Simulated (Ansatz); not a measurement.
# H₄MoN₂O₂: trial inputs and their diagnosis

Aim: try 4 inputs for H₄MoN₂O₂ as typed, read how each ends, and find what has to change.

Computed with Ansatz 0.2.0, Gaussian basis. Level: the settings change from run to run.

1 further run of the same task is left out (for a known fault of the program).

## (1) The geometry

The geometry comes from an earlier relaxation with PBE0-D4 in a triple-zeta def2 set; it is a stationary point, not always the lowest conformer. Mo takes a core potential in def2 sets; no spin-orbit term is included.

SMILES `[NH2][Mo]([NH2])(=[O])=[O]`, 9 atoms, charge 0, spin multiplicity 1.

Atoms are counted from 1 here; the program's logs count them from 0.

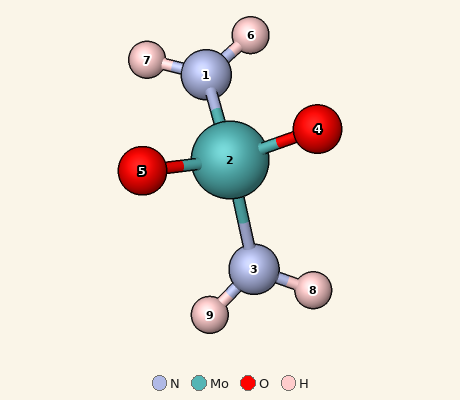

The geometry (nitrogen light blue, molybdenum teal, oxygen red, hydrogen pink); atoms are numbered from 1 in the order of the file.

As a file:

```xyz
9

N    -0.48783    1.46844    0.59069
Mo    0.59337    0.09401   -0.23035
N    -0.33624   -1.59901   -0.27077
O     0.89407    0.55518   -1.82066
O     1.97857   -0.10003    0.70546
H    -1.08109    2.09976    0.07483
H    -0.43866    1.71321    1.56758
H    -0.88084   -1.92230   -1.05533
H    -0.24134   -2.30928    0.43856
```

## (2) Try 1

Contents of in.yaml:

```yaml
crystal:
  periodic: [false, false, false]
  atoms:
    - {symbol: N, position_ang: [-0.487828, 1.468444, 0.590692]}
    - {symbol: Mo, position_ang: [0.593369, 0.094014, -0.230351]}
    - {symbol: N, position_ang: [-0.336241, -1.599014, -0.270775]}
    - {symbol: O, position_ang: [0.894066, 0.555182, -1.820664]}
    - {symbol: O, position_ang: [1.978575, -0.100028, 0.705461]}
    - {symbol: H, position_ang: [-1.081087, 2.099764, 0.074828]}
    - {symbol: H, position_ang: [-0.438662, 1.713214, 1.567579]}
    - {symbol: H, position_ang: [-0.880845, -1.922300, -1.055332]}
    - {symbol: H, position_ang: [-0.241338, -2.309277, 0.438562]}
basis:
  gaussian: {orbitals: def2-SVPD, fitting: {mean_field: cc-pVTZ-jkfit}}
hamiltonian: {xc: {name: wB97X-V}}
accuracy: high
output: {forces: true}
```

On the command line:

```bash
ansatz run in.yaml --threads 4 --pin off --events-out ev --progress --plain --max-ram 10444MiB
```

What it wrote:

```text
Functional definition: wB97X-V
  name "wB97X-V"
  cite "Mardirossian & Head-Gordon, Phys. Chem. Chem. Phys. 16, 9904 (2014) doi:10.1039/C3CP54374A"
  cite "Becke, J. Chem. Phys. 107, 8554 (1997) doi:10.1063/1.475007"
  cite "Vydrov & Van Voorhis, J. Chem. Phys. 133, 244103 (2010) doi:10.1063/1.3521275"
  parameter omega = 0.3/bohr
  parameter cx = 0.167
  parameter cx1 = 0.603
  parameter cx2 = 1.194
  parameter css0 = 0.556
  parameter css1 = -0.257
  parameter cos0 = 1.219
  parameter cos1 = -1.850
  parameter b = 6.0
  parameter c = 0.01
  exchange = spin_sum(e_x_unif_sr(omega)*poly(b97_u_x, 1 - cx, cx1, cx2)) + cx*exact_x_sr(omega) + exact_x_lr(omega)
  correlation = spin_sum(e_c_pw_same_spin*poly(b97_u_same, css0, css1))
      + integral(e_c_pw_opposite_spin*poly(b97_u_opposite, cos0, cos1)) + vv10(b, c)
Error: <dir> the basis set cc-pVTZ-JKFIT has no functions for Mo
```

Run time: 0.1 s. Hardware: 4 threads of Intel Xeon Platinum 8488C, shared host.

Diagnosis: Refused before any calculation. The fitting set named has no entry for an element of this molecule. Cure: leave the fitting key out, or name a set that covers all elements and suits the basis.

## (3) Try 2

Contents of in.yaml:

```yaml
crystal:
  periodic: [true, true, true]
  atoms:
    - {symbol: N, position_ang: [-0.487828, 1.468444, 0.590692]}
    - {symbol: Mo, position_ang: [0.593369, 0.094014, -0.230351]}
    - {symbol: N, position_ang: [-0.336241, -1.599014, -0.270775]}
    - {symbol: O, position_ang: [0.894066, 0.555182, -1.820664]}
    - {symbol: O, position_ang: [1.978575, -0.100028, 0.705461]}
    - {symbol: H, position_ang: [-1.081087, 2.099764, 0.074828]}
    - {symbol: H, position_ang: [-0.438662, 1.713214, 1.567579]}
    - {symbol: H, position_ang: [-0.880845, -1.922300, -1.055332]}
    - {symbol: H, position_ang: [-0.241338, -2.309277, 0.438562]}
basis:
  gaussian: {orbitals: def2-mTZVP, point_charges: [{charge: 1.00, position_ang: [5.896, -0.276, -0.241]}]}
total_charge: 1
magnetization: {spin_polarized: true, initial_magnetization: 1}
hamiltonian: {xc: {name: HSE06}, dispersion: d3bj}
output: {forces: true}
```

The command is unchanged.

What it wrote:

```text
Error: YAML parse error: error: line 2 column 3: crystal: missing field `lattice` (a structure is typed as `lattice` and `atoms`, a molecule's as `atoms` in Å alone, or read from a run's directory, `checkpoint`)
 --> <input>:2:3
  |
1 | crystal:
2 |   periodic: [true, true, true]
  |   ^ crystal: missing field `lattice` (a structure is typed as `lattice` and `atoms`, a molecule's as `atoms` in Å alone, or read from a run's directory, `checkpoint`)
3 |   atoms:
4 |     - {symbol: N, position_ang: [-0.487828, 1.468444, 0.590692]}
  |
```

Run time: 0.05 s. Hardware: 4 threads of Intel Xeon Platinum 8488C, shared host.

Diagnosis: Refused before any calculation. The molecule is marked periodic without a cell. It also asks for charge 1 and multiplicity 2, another species or state than the molecule above. To mend it, set periodic to false, or give a lattice, and remove the point charge, and set charge and spin to those of the species named.

## (4) Try 3

Contents of in.yaml:

```yaml
crystal:
  periodic: [false, false, false]
  atoms:
    - {symbol: N, position_ang: [-0.487828, 1.468444, 0.590692]}
    - {symbol: Mo, position_ang: [0.593369, 0.094014, -0.230351]}
    - {symbol: N, position_ang: [-0.336241, -1.599014, -0.270775]}
    - {symbol: O, position_ang: [0.894066, 0.555182, -1.820664]}
    - {symbol: O, position_ang: [1.978575, -0.100028, 0.705461]}
    - {symbol: H, position_ang: [-1.081087, 2.099764, 0.074828]}
    - {symbol: H, position_ang: [-0.438662, 1.713214, 1.567579]}
    - {symbol: H, position_ang: [-0.880845, -1.922300, -1.055332]}
    - {symbol: H, position_ang: [-0.241338, -2.309277, 0.438562]}
basis:
  gaussian: {orbitals: def2-mTZVPP, final_grid: {core_spheres: 1, valence_spheres: 1, degree: 3}}
hamiltonian: {xc: {name: PBE}}
output: {forces: true}
```

The command is unchanged.

What it wrote, cut to the lines that bear on the results:

```text
Functional definition: PBE
  name "PBE"
  cite "Perdew, Burke & Ernzerhof, Phys. Rev. Lett. 77, 3865 (1996) doi:10.1103/PhysRevLett.77.3865"
  parent pbe
[...]
1137 factors; their error is unknown
[...]
a density is far from that of the atoms, so the factors are made again for it
1625 factors; integrals over basis functions are off by at most 8.5e-4 eV
[...]
mean field -9124.80170617 eV, -335.3302776888 hartree, gradient 8.8e-6 eV, S^2 0.000000; 13 other end points of the search recorded, 0 dependent functions left out
[...]
reference -9124.80182165 eV, -335.3302819328 hartree; 24, 24 occupied and 125, 125 virtual orbitals, 1625 factors
Total energy: -9124.80182165 eV, -335.3302819328 hartree
Atom 0 at    -0.487828     1.468444     0.590692 Å, force    -3.682589    13.141092     4.383950 eV/Å
Atom 1 at     0.593369     0.094014    -0.230351 Å, force   -33.271170    -6.259599    10.546680 eV/Å
Atom 2 at    -0.336241    -1.599014    -0.270775 Å, force    -2.088077   -13.077247    -2.693117 eV/Å
Atom 3 at     0.894066     0.555182    -1.820664 Å, force    -5.196009     2.093190    -5.028310 eV/Å
Atom 4 at     1.978575    -0.100028     0.705461 Å, force    -0.776375    -2.197308     8.147654 eV/Å
Atom 5 at    -1.081087     2.099764     0.074828 Å, force    15.818301   -11.607986     2.013483 eV/Å
Atom 6 at    -0.438662     1.713214     1.567579 Å, force     7.840219    -6.829945   -15.978513 eV/Å
Atom 7 at    -0.880845    -1.922300    -1.055332 Å, force    14.254513    10.208655     8.298396 eV/Å
Atom 8 at    -0.241338    -2.309277     0.438562 Å, force     7.101187    14.529148    -9.690221 eV/Å
Dipole moment:     1.040412     0.929657    -2.564125 e Å
```

Wall time 18 s (4 threads of Intel Xeon Platinum 8488C, shared host); peak memory 0.34 GiB.

**Diagnosis.** It ended without an error, which proves nothing about the input. The integration grid is far too coarse. Its energy carries the error of the grid. Cure: drop final_grid and take the default grid.

## (5) Try 4

Contents of in.yaml:

```yaml
crystal:
  periodic: [false, false, false]
  atoms:
    - {symbol: N, position_ang: [-0.528161, 1.727892, 0.518982]}
    - {symbol: Mo, position_ang: [0.777227, 0.147874, -0.354979]}
    - {symbol: N, position_ang: [-0.189695, -1.591570, -0.238817]}
    - {symbol: O, position_ang: [0.824442, 0.379244, -1.894754]}
    - {symbol: O, position_ang: [1.952003, -0.106976, 0.629060]}
    - {symbol: H, position_ang: [-0.998592, 2.226565, 0.027862]}
    - {symbol: H, position_ang: [-0.607741, 1.793986, 1.815444]}
    - {symbol: H, position_ang: [-0.719725, -1.838253, -1.051636]}
    - {symbol: H, position_ang: [-0.081651, -2.398734, 0.232426]}
basis:
  gaussian: {orbitals: def2-TZVPPP}
hamiltonian: {xc: {name: wB97M-V}}
scf: {lower_state_search: off}
```

Launched as before.

What it wrote:

```text
Error: <dir> can't be read: No such file or directory (os error 2)
```

It took 0.05 s on 4 threads of Intel Xeon Platinum 8488C, shared host.

What is wrong: Nothing was computed: the input was turned down at the start. Its message: «<dir> can't be read: No such file or directory (os error 2)» The program finds no basis under the name given. Remedy: choose a basis that the program's library holds for every element. Its coordinates are also moved off the relaxed structure.

## (6) Summary

```
try                level      ended                                                               cause    time
  1    wB97X-V/def2-SVPD    refused  the fitting set named has no entry for an element of this molecule   0.1 s
  2     HSE06/def2-mTZVP    refused                      the molecule is marked periodic without a cell  0.05 s
  3      PBE/def2-mTZVPP  converged                              the integration grid is far too coarse    18 s
  4  wB97M-V/def2-TZVPPP    refused                     the program finds no basis under the name given  0.05 s
```

In words: 3 refused, 1 converged. A refusal costs next to no computing time. The dangerous case is the input that converges on a wrong geometry, charge, spin, basis or grid: often only a look at the input shows it.
